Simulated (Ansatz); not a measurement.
## Rh (fcc, Cu type), energy over volume and axial ratio

Rh (fcc, Cu type)

Space group Fm-3m (No. 225); a = 3.830 Å, b = 3.830 Å, c = 3.830 Å, α = 90.00°, β = 90.00°, γ = 90.00°

```csv
atom,site,symmetry,x,y,z
Rh,4a,m-3m,0.0000,0.0000,0.0000
```
(The calculation used a cell of 1 atom; values per cell refer to that cell.)

Two coordinates are scanned: the volume, and the ratio of the stretch along z (the conventional c axis) to the stretch across it. Atoms keep their fractional coordinates.

Computed with PBE (plane waves to 420 eV, PAW, scalar-relativistic; Ansatz, a quantum-chemistry and plane-wave program). k mesh 21×21×21 (Γ-centred), Fermi-Dirac smearing 0.05 eV. The energy includes the smearing's −TS. With partly filled bands, the response to shear is sensitive to the k mesh, so small differences along c/a are uncertain. Rh is run without spin polarisation. Rh was relaxed with its symmetry unable to fall. ΔE is measured from the relaxed starting cell.

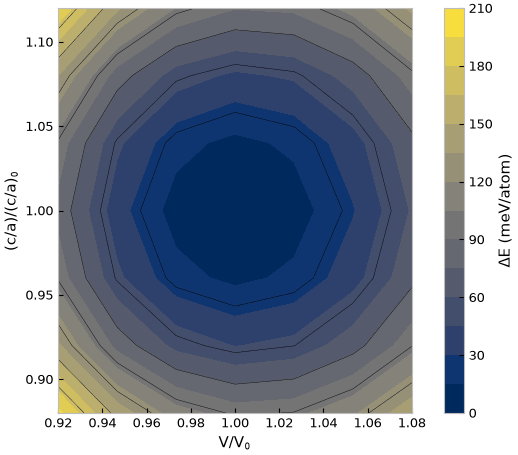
Fig. 1. ΔE (meV/atom) over the 7×7 grid of computed points.

Lowest place on the grid: V/V₀ = 1.000, (c/a)/(c/a)₀ = 1.000 (0 meV/atom). Highest place on the grid: V/V₀ = 0.920, (c/a)/(c/a)₀ = 0.880 (199 meV/atom).

(Under strain, the slope of the energy per volume gives the stress and its curvature an elastic modulus.)
